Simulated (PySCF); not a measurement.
**C₆H₁₁ClOSi₂: density, localisation and related maps**

Input file:

```
{"job": {"kind": "nmr", "xc": "PBE0", "basis": "pcSseg-1"}, "charge": 0, "multiplicity": 1}
C     -4.867135    -0.289624     1.380450
C     -3.863983    -0.115260     0.353858
C     -3.028334     0.031353    -0.502599
Si    -1.740758     0.263893    -1.804845
C     -0.126352    -0.451800    -1.140572
C      0.925023     0.265195    -0.752720
Si     2.518663    -0.467575    -0.096957
Cl     3.693076    -1.173903    -1.600779
O      3.238436     0.804696     0.601143
C      4.541210     0.923332     1.094514
H     -5.686995    -0.899679     1.001241
H     -4.430562    -0.782818     2.249050
H     -5.260074     0.680397     1.685085
H     -1.584680     1.698153    -2.075063
H     -2.144776    -0.469291    -3.012524
H     -0.062725    -1.531556    -1.063855
H      0.867578     1.345393    -0.821339
H      2.355902    -1.591190     0.824981
H      5.267832     0.570638     0.359043
H      4.656794     0.341949     2.012034
H      4.722939     1.976547     1.309383
```

Command:

```sh
OMP_NUM_THREADS=1 python probes_run.py task.json out
```

Geometry: GFN2-xTB.

Theory: PySCF 2.14.0, PBE0/pcSseg-1, SCF density, gas phase, non-relativistic.

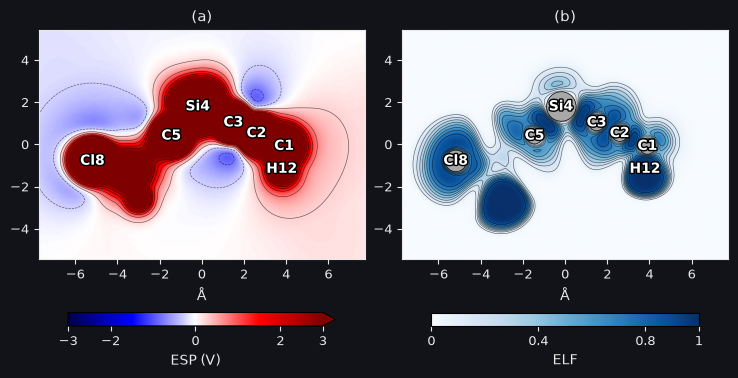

Figure 1. (a) electrostatic potential; (b) electron localisation function on the plane of atoms C2, C1 and H12. Grey discs cover the atomic cores in the ELF map.

**Interpret the plot.**

- The section cuts through C, Si, Cl and H sites.
- C–C (1.21 Å): the ELF peaks at about 0.85 between the atoms; a multiple bond.
- C–Si (1.85 Å): the ELF peaks at about 0.95 between the atoms (a covalent bond).
- C–H (1.09 Å): the ELF climbs to about 1 towards the hydrogen, as it does in any bond to H: a covalent bond by its length.
- The ELF also peaks beside Cl8, away from the bonds: lone-pair regions.
- Outside the dense part of the molecule the potential is most negative (−0.9 V) near C3.

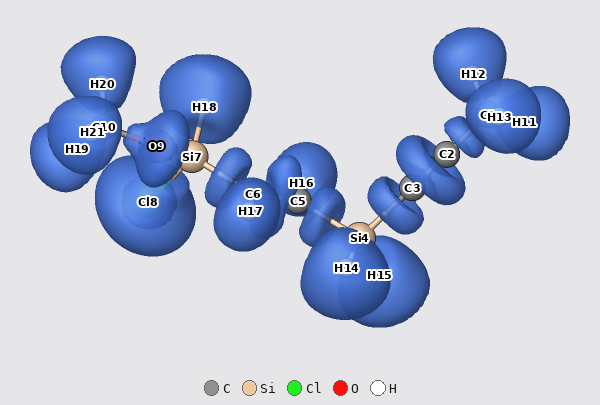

Figure 2. Isosurface of the electron localisation function at 0.75 (blue), seen at a tilt. Core shells and regions of very low density are left out.

**Identify the bonds, lone pairs and shells in this picture.**

The surface consists of three regions between bonded C–C atoms (shared pairs), three regions between bonded C–Si atoms (shared pairs), eleven regions around hydrogen nuclei, one region on Cl in which the atom's valence shell and bonds are merged and one region on O in which the atom's valence shell and bonds are merged.


 C–O (1.40 Å): the ELF peaks at about 0.90 between the atoms: a shared but strongly polarised pair.

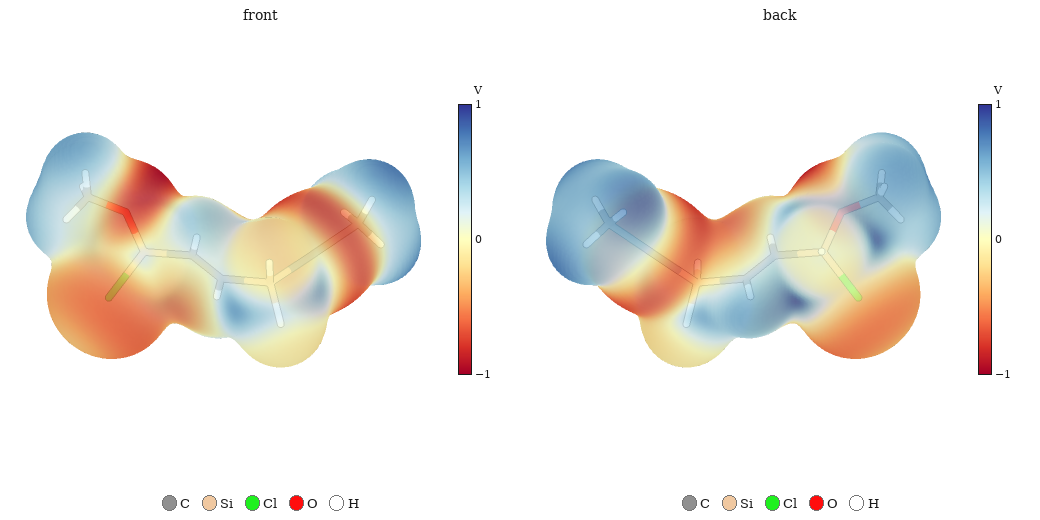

Figure 3. The molecular electrostatic potential painted on the density surface at 0.001 e/bohr³, seen from the front and from behind; the colour scale runs from red (negative) to blue (positive).

**Which sites attract a positive test charge, and which a negative one?**

A positive charge is drawn to the negative regions and a negative charge to the positive ones. The most negative region (about −0.9 V) lies over O9, the most positive (about +0.8 V) over Si7, H11, H12 and H13.
